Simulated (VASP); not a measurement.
Band structure of NiAl (CsCl type). These are r2SCAN+rVV10, VASP's PBE PAW potentials (set 64) (plane waves; VASP) values and carry that method's errors.

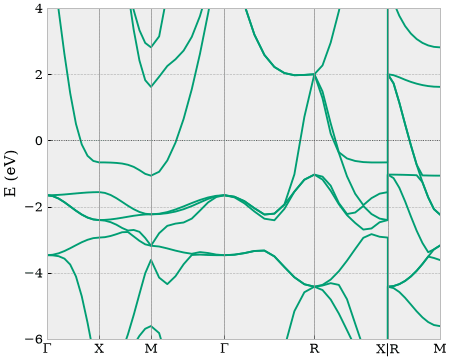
Figure. Bands along high-symmetry lines, zero at the valence-band maximum or, without a gap, the Fermi level

Q: Read the plot: is there a gap, and where are the band edges?

A: It has no gap at this level: it comes out as a metal or semimetal.

The compound is NiAl in the CsCl type structure. It was relaxed first. The run is not spin-polarised, so no magnetic state was tried. The electron count is odd and the run is not spin-polarised, which forces a metal.
